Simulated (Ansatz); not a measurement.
# C₂H₇ClSSi: how energies converge with the basis set

How large a basis does C₂H₇ClSSi need? Two functionals are run in growing sets.

Program: Ansatz 0.2.0, Gaussian basis. Level of theory: one geometry, several basis sets. These are calculated values, not measurements.

Plan: PBE0-D4/def2-SVP; ωB97M-V/def2-SVP; PBE0-D4/def2-QZVPP; ωB97M-V/def2-QZVPP; the functionals' def2-TZVPP values are taken from earlier runs.

**1. The geometry**

An earlier PBE0-D4 in a triple-zeta def2 set relaxation fixed the geometry.

SMILES `CS[SiH](C)Cl`, 12 atoms, charge 0, spin multiplicity 1.

Atoms are counted from 1 here; the program's logs count them from 0.

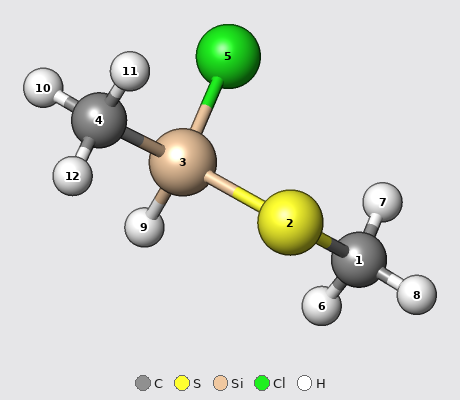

The geometry (carbon grey, sulfur yellow, silicon light orange, chlorine green, hydrogen white); atoms are numbered from 1 in the order of the file.

**2. PBE0-D4 in def2-SVP**

File in.yaml:

```yaml
crystal:
  periodic: [false, false, false]
  atoms:
    - {symbol: C, position_ang: [-0.755630, 2.244692, -0.284909]}
    - {symbol: S, position_ang: [0.495893, 1.058615, -0.854795]}
    - {symbol: Si, position_ang: [-0.076083, -0.632321, 0.277562]}
    - {symbol: C, position_ang: [1.043073, -2.043231, -0.160294]}
    - {symbol: Cl, position_ang: [0.059876, -0.241184, 2.304424]}
    - {symbol: H, position_ang: [-1.761704, 1.883474, -0.497125]}
    - {symbol: H, position_ang: [-0.644070, 2.437285, 0.781339]}
    - {symbol: H, position_ang: [-0.586096, 3.168934, -0.835882]}
    - {symbol: H, position_ang: [-1.511307, -0.932400, 0.049560]}
    - {symbol: H, position_ang: [0.779349, -2.927100, 0.424338]}
    - {symbol: H, position_ang: [2.082841, -1.786493, 0.051354]}
    - {symbol: H, position_ang: [0.950761, -2.285673, -1.221572]}
basis:
  gaussian: {orbitals: def2-SVP}
hamiltonian: {xc: pbe0, dispersion: d4}
output: {orbitals: {seedname: orbitals}}
```

Command:

```sh
ansatz run in.yaml --threads 4 --pin off --events-out ev --progress --plain --max-ram 10444MiB
```

Output:

```text
Functional definition: PBE0
  name "PBE0"
  cite "Adamo & Barone, J. Chem. Phys. 110, 6158 (1999) doi:10.1063/1.478522"
  cite "Perdew, Burke & Ernzerhof, Phys. Rev. Lett. 77, 3865 (1996) doi:10.1103/PhysRevLett.77.3865"
  parent pbe
  parameter a = 0.25
  parameter kappa = 0.804
  parameter beta = 0.06672455060314922
  exchange = (1 - a)*pbe_x(kappa = kappa, mu = beta*pi^2/3) + a*exact_x
  correlation = pbe_c(beta = beta)
1142 factors; integrals over basis functions are off by at most 1.2e-3 eV
mean field evaluation 1: about -33395.1182 eV, gradient 5.0e1 eV
mean field evaluation 2: about -33393.6893 eV, gradient 5.3e1 eV
mean field evaluation 4: about -33401.0220 eV, gradient 1.3e0 eV
mean field evaluation 8: about -33401.1726 eV, gradient 1.3e-1 eV
mean field evaluation 16: about -33401.1726 eV, gradient 2.0e-5 eV
mean field -33401.17263500 eV, -1227.4704542082 hartree, gradient 2.0e-5 eV, S^2 0.000000; 0 other end points of the search recorded, 0 dependent functions left out
reference -33401.17266315 eV, -1227.4704552427 hartree; 33, 33 occupied and 84, 84 virtual orbitals, 1142 factors
Total energy: -33401.45177890 eV, -1227.4807125573 hartree
```

It took 1.4 s on 4 threads of Arm Neoverse V1, shared host; peak memory 0.25 GiB.

**3. ωB97M-V in def2-SVP**

in.yaml, as its differences from that of step 2:

```diff
@@ -17,3 +17,3 @@
   gaussian: {orbitals: def2-SVP}
-hamiltonian: {xc: pbe0, dispersion: d4}
+hamiltonian: {xc: {name: wB97M-V}}
 output: {orbitals: {seedname: orbitals}}
```

Launched as before.

Output (excerpt; [...] marks lines left out):

```text
Functional definition: wB97M-V
  name "wB97M-V"
  cite "Mardirossian & Head-Gordon, J. Chem. Phys. 144, 214110 (2016) doi:10.1063/1.4952647"
  cite "Becke, J. Chem. Phys. 107, 8554 (1997) doi:10.1063/1.475007"
  cite "Vydrov & Van Voorhis, J. Chem. Phys. 133, 244103 (2010) doi:10.1063/1.3521275"
  # Of w^i u^j: cxij and so on, Table III.
[...]
  gx(w, u) = 1 - cx + cx01*u + cx10*w
  gss(w, u) = css00 + css04*u^4 + css10*w + css20*w^2 + css43*w^4*u^3
  gos(w, u) = cos00 + cos10*w + (cos20 + cos21*u)*w^2 + (cos60 + cos61*u)*w^6
[...]
      + integral(e_c_pw_mod_opposite_spin*gos(b97_w_opposite, b97_u_opposite)) + vv10(b, c)
1142 factors; integrals over basis functions are off by at most 1.2e-3 eV
354 factors; integrals over basis functions are off by at most 8.4e-6 eV
[...]
mean field -33411.82464677 eV, -1227.8619084205 hartree, gradient 1.7e-5 eV, S^2 0.000000; 0 other end points of the search recorded, 0 dependent functions left out
reference -33411.82468896 eV, -1227.8619099711 hartree; 33, 33 occupied and 84, 84 virtual orbitals, 1142 factors
Total energy: -33411.82468896 eV, -1227.8619099711 hartree
```

Wall time 6 s (4 threads of Arm Neoverse V1, shared host); peak memory 0.39 GiB.

**4. PBE0-D4 in def2-QZVPP**

in.yaml, as its differences from that of step 3:

```diff
@@ -16,4 +16,4 @@
 basis:
-  gaussian: {orbitals: def2-SVP}
-hamiltonian: {xc: {name: wB97M-V}}
+  gaussian: {orbitals: "def2-QZVPP.json"}
+hamiltonian: {xc: pbe0, dispersion: d4}
 output: {orbitals: {seedname: orbitals}}
```

Same command.

Output:

```text
Functional definition: PBE0
  name "PBE0"
  cite "Adamo & Barone, J. Chem. Phys. 110, 6158 (1999) doi:10.1063/1.478522"
  cite "Perdew, Burke & Ernzerhof, Phys. Rev. Lett. 77, 3865 (1996) doi:10.1103/PhysRevLett.77.3865"
  parent pbe
  parameter a = 0.25
  parameter kappa = 0.804
  parameter beta = 0.06672455060314922
  exchange = (1 - a)*pbe_x(kappa = kappa, mu = beta*pi^2/3) + a*exact_x
  correlation = pbe_c(beta = beta)
1907 factors; their error is unknown
mean field evaluation 1: about -33406.6246 eV, gradient 6.4e1 eV
mean field evaluation 2: about -33403.7383 eV, gradient 6.8e1 eV
mean field evaluation 4: about -33415.6208 eV, gradient 2.7e0 eV
mean field evaluation 8: about -33415.6363 eV, gradient 4.3e-2 eV
mean field evaluation 16: about -33415.6654 eV, gradient 1.1e-4 eV
mean field -33415.66537463 eV, -1228.0030525663 hartree, gradient 1.4e-5 eV, S^2 0.000000; 0 other end points of the search recorded, 0 dependent functions left out
reference -33415.66541589 eV, -1228.0030540826 hartree; 33, 33 occupied and 501, 501 virtual orbitals, 1907 factors
Total energy: -33415.94453164 eV, -1228.0133113972 hartree
```

Run time: 14 s. Hardware: 4 threads of Arm Neoverse V1, shared host; peak memory 2.4 GiB.

**5. ωB97M-V in def2-QZVPP**

in.yaml, as its differences from that of step 4:

```diff
@@ -17,3 +17,3 @@
   gaussian: {orbitals: "def2-QZVPP.json"}
-hamiltonian: {xc: pbe0, dispersion: d4}
+hamiltonian: {xc: {name: wB97M-V}}
 output: {orbitals: {seedname: orbitals}}
```

Same command.

Output (excerpt; [...] marks lines left out):

```text
Functional definition: wB97M-V
  name "wB97M-V"
  cite "Mardirossian & Head-Gordon, J. Chem. Phys. 144, 214110 (2016) doi:10.1063/1.4952647"
  cite "Becke, J. Chem. Phys. 107, 8554 (1997) doi:10.1063/1.475007"
  cite "Vydrov & Van Voorhis, J. Chem. Phys. 133, 244103 (2010) doi:10.1063/1.3521275"
  # Of w^i u^j: cxij and so on, Table III.
[...]
  gx(w, u) = 1 - cx + cx01*u + cx10*w
  gss(w, u) = css00 + css04*u^4 + css10*w + css20*w^2 + css43*w^4*u^3
  gos(w, u) = cos00 + cos10*w + (cos20 + cos21*u)*w^2 + (cos60 + cos61*u)*w^6
[...]
      + integral(e_c_pw_mod_opposite_spin*gos(b97_w_opposite, b97_u_opposite)) + vv10(b, c)
1843 factors; their error is unknown
415 factors; integrals over basis functions are off by at most 1.7e-5 eV
[...]
mean field -33426.37718158 eV, -1228.3967042109 hartree, gradient 4.7e-5 eV, S^2 0.000000; 0 other end points of the search recorded, 0 dependent functions left out
reference -33426.37724672 eV, -1228.3967066046 hartree; 33, 33 occupied and 501, 501 virtual orbitals, 1843 factors
Total energy: -33426.37724672 eV, -1228.3967066046 hartree
```

Run time: 29 s. Hardware: 4 threads of Arm Neoverse V1, shared host; peak memory 2.8 GiB.

**6. Functionals by basis**

The def2-TZVPP values come from earlier runs at the same geometry.

```csv
functional,basis,functions,energy (eV),from the largest (eV),HOMO (eV),LUMO (eV)
PBE0-D4,def2-SVP,117,-33401.4518,14.493,-7.04,0.51
PBE0-D4,def2-TZVPP,286,-33414.8505,1.094,-7.12,0.09
PBE0-D4,def2-QZVPP,534,-33415.9445,0.000,-7.15,-0.09
ωB97M-V,def2-SVP,117,-33411.8247,14.553,-9.20,2.49
ωB97M-V,def2-TZVPP,286,-33425.3332,1.044,-9.31,1.90
ωB97M-V,def2-QZVPP,534,-33426.3772,0.000,-9.35,1.45
```

**7. What came out**

| quantity | value |
| --- | --- |
| PBE0-D4: double and triple zeta above quadruple | 14.49, 1.09 eV |
| ωB97M-V: double and triple zeta above quadruple | 14.55, 1.04 eV |

In words: For PBE0-D4 the step from double to triple zeta gains 13.40 eV and the next only 1.09 eV. These are total energies; as a rule much of such shifts cancels in differences, which this series doesn't test. The LUMO of ωB97M-V is positive and keeps falling with the basis (2.49 to 1.45 eV): an unbound level that the basis holds in place.

For PBE0-D4 the largest set took about 10 times as long as the smallest (14 s against 1.4 s).
